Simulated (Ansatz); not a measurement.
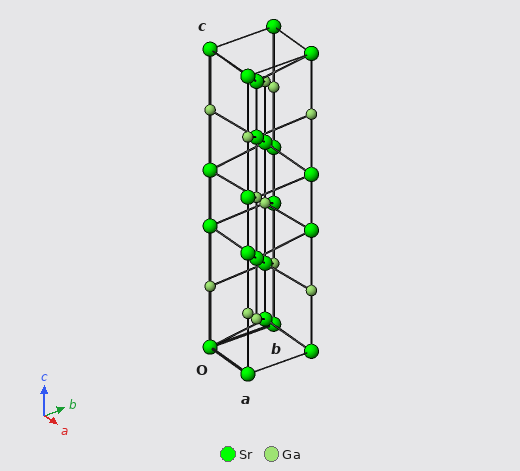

Crystal: Sr3Ga2, the geometry relaxed with DFT, PAW plane waves, pbe in Ansatz; the starting structure was generated, so it need not be a known form of this composition. One unit cell is drawn above. Geometry calculated from the standardised cell; symmetry tolerance 0.002 Å.

```
Sr Ga
1.0
     5.73808    0.00000    0.00000
    -2.86904    4.96932    0.00000
     0.00000    0.00000   17.41423
Sr Ga
9 6
Direct
  0.33333 0.66667 0.07298
  0.33333 0.66667 0.26035
  0.00000 0.00000 0.00000
  0.00000 0.00000 0.40632
  0.00000 0.00000 0.59368
  0.66667 0.33333 0.33333
  0.66667 0.33333 0.73965
  0.66667 0.33333 0.92702
  0.33333 0.66667 0.66667
  0.66667 0.33333 0.12941
  0.00000 0.00000 0.20392
  0.33333 0.66667 0.46274
  0.66667 0.33333 0.53726
  0.00000 0.00000 0.79608
  0.33333 0.66667 0.87059
```

What is its point group?

-3m (D3d), order 12, trigonal system: one threefold axis, three twofold axes, three mirror planes, an inversion centre.

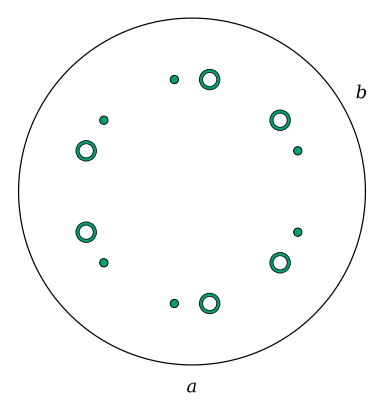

Stereographic projection: filled dots lie in the upper hemisphere, open rings in the lower. The poles are one general form. The c axis points at the viewer.

What does this class allow?

Class -3m is centrosymmetric, so neither piezoelectric nor pyroelectric; it is not chiral. Its Laue class is -3m.
